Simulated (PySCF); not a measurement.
```xyz
25

C    -1.8456   -1.4957    0.6620
O    -1.5170   -0.3662   -0.1164
Si   -2.5794    0.9055   -0.2029
B    -0.1028   -0.5122   -0.9904
C     1.1182    0.1348   -0.1123
C     2.4133   -0.0413   -0.9163
C     1.3242   -0.5360    1.2524
C     0.9176    1.6338    0.1354
H    -0.9281   -1.9905    0.9684
H    -2.4459   -2.1940    0.0734
H    -2.4125   -1.1981    1.5462
H    -3.8646    0.3585   -0.6552
H    -2.7152    1.4011    1.1711
H    -1.9877    1.8436   -1.1288
H    -0.3324    0.0944   -1.9839
H    -0.0052   -1.6830   -1.1680
H     2.3174    0.4240   -1.8941
H     3.2592    0.4111   -0.3974
H     2.6260   -1.0970   -1.0670
H     0.4735   -0.3588    1.9099
H     2.2112   -0.1353    1.7465
H     1.4633   -1.6098    1.1380
H     0.0118    1.8150    0.7163
H     0.8297    2.1672   -0.8083
H     1.7600    2.0534    0.6880
```

Geometry: GFN2-xTB.

Level of theory: PBE0/pcSseg-1, SCF density, gas phase, non-relativistic in PySCF 2.14.0.

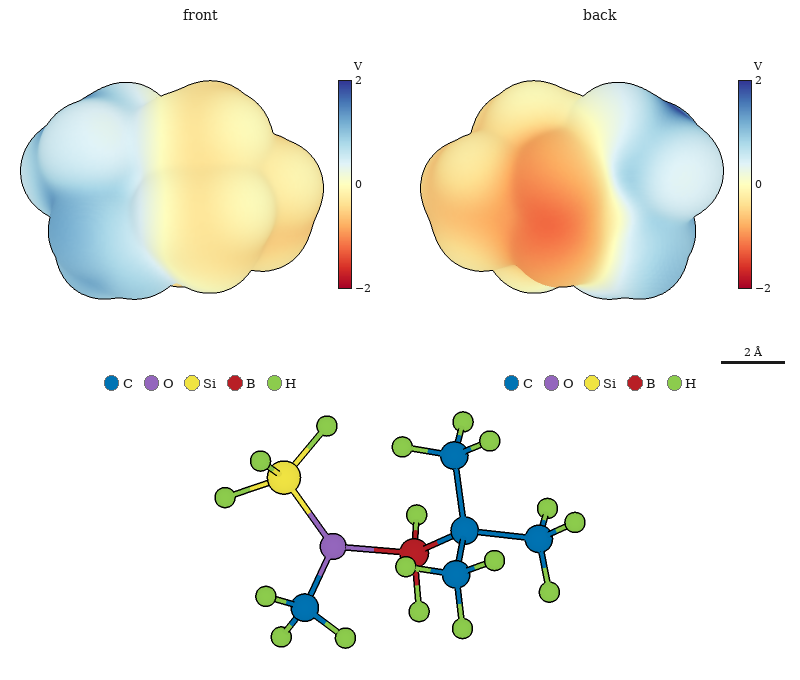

C5H17BOSi (SMILES C[O+]([SiH3])[BH2-]C(C)(C)C). The molecular electrostatic potential painted on the density surface at 0.001 e/bohr³, seen from the front and from behind; the colour scale runs from red (negative) to blue (positive). The bare structure is drawn below in the same view.

Describe the electrostatic potential map.

The most negative region (about −1.2 V) lies over H15, the most positive (about +1.7 V) over Si3.

What dipole moment does the calculation give?

Its dipole moment is 4.41 D.
